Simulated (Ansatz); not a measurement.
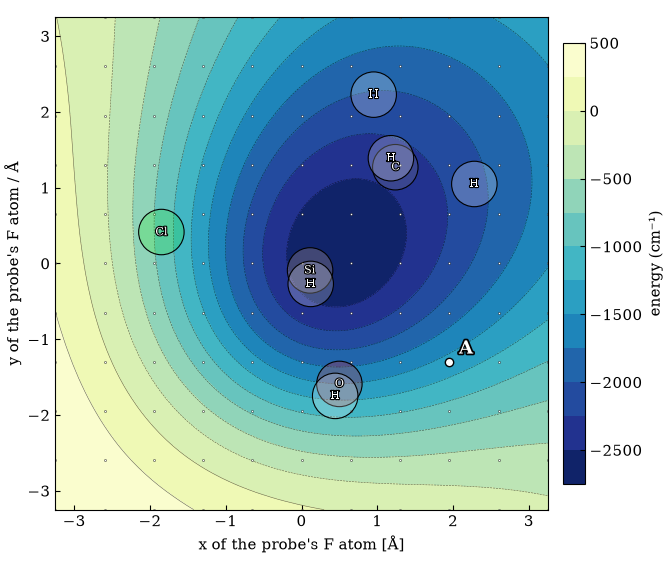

CH₅ClOSi (SMILES C[SiH](O)Cl) with the probe F-. 
- The probe is moved over a plane parallel to the molecule's main plane, 4.21 Å above it.
- First axis: x of the probe's F atom. Second axis: y of the probe's F atom.
- Nothing is relaxed (molecule and probe rigid).
- The scan uses an 11 × 11 grid.
- Points are written as (first, second).
- Energies are in cm⁻¹, from molecule and probe far apart, each relaxed in its own basis (no counterpoise correction).
- The calculation used RKS B3LYP-D4/def2-SVPD in Ansatz.

Drawn: filled contours, dots at the grid points, labelled circles for the molecule's atoms, projected on the plane, the point A. Between grid points the surface is interpolated.

Q: Which way does the force act at A, and how strong is it?

A: A, at (1.95 Å, −1.30 Å), is not a stationary point. The computed force is 0.11 eV/Å in the plane, pointing up and left in the picture (components −0.05 and 0.10 eV/Å).
